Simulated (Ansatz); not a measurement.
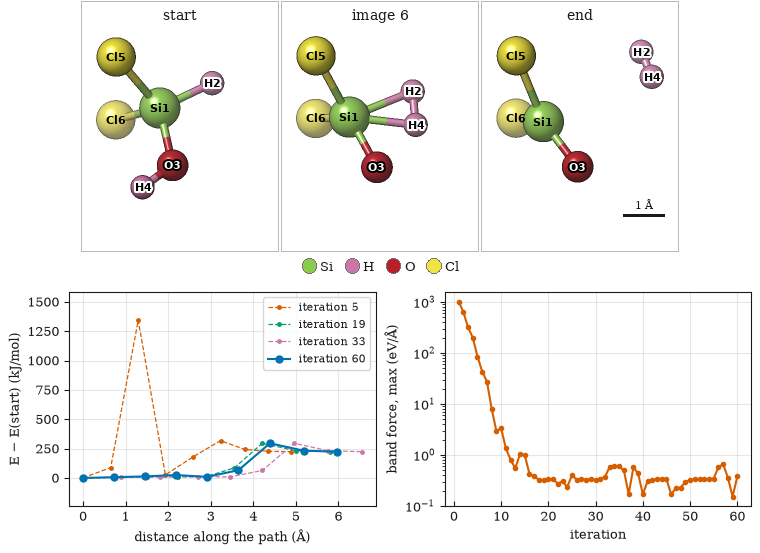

NEB run on SiH2OCl2. Images are numbered from 0 (start) to 8 (end). The plot follows the band through its iterations. A ball-and-stick model, seen from a free direction.

All numbers below come from Ansatz 0.2.0, RKS PBE0/6-31G*. Settings: 7 movable images; climbing image; force threshold 0.03 eV/Å; iteration limit 60; starting path through a guess of the saddle point.

> Judge this run.

The result isn't final. The band hadn't converged when the run stopped after 60 iterations. The largest component of the band force went from 1000 to 0.38 eV/Å. The barrier read from it is provisional, though the highest image hardly moved in the last two iterations. The first iteration put the highest image at 16618.0 kJ/mol. The highest point, image 6, lies 295.1 kJ/mol above the start and 71.6 kJ/mol above the end; the end is at +223.5 kJ/mol relative to the start. The profile has 2 maxima (images 3, 6) with a dip at image 4 (+9.1 kJ/mol), which on an unconverged band is provisional.

Cost: 7.8 min on 2 threads of Intel(R) Xeon(R) Platinum 8488C (Sapphire Rapids) (shared host), peak memory 0.18 GiB.
